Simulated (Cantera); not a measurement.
Charge: 1 mol Ta(OEt)₅, 2.4 mol CH₄, 8.1 mol H₂, at 1350 °C.

Method: chemical equilibrium by Gibbs-energy minimisation in Cantera with the NASA 1993 tables (ideal gas, pure condensed phases). Candidate condensed phases: C, C₆H₆, C₇H₈, C₈H₁₈, H₂O, Ta, TaC, Ta₂O₅; 113 gas species. The feed counts by its element totals alone. TaC: taken at fixed stoichiometry. Condensed phases not in the tables: Ta₂C. Equilibrium is a limit: real reactors are often held back by kinetics, nucleation or transport.

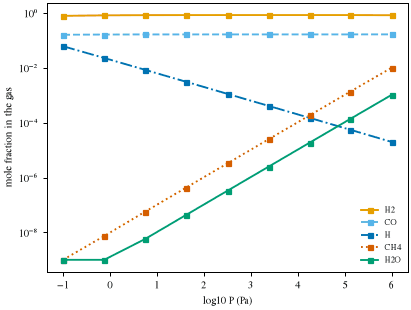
Fig. 1. Equilibrium gas composition (values under 1e-9 drawn at 1e-9)

From 0.100 Pa to 10.0 bar the condensed part is C(graphite) + TaC(s).
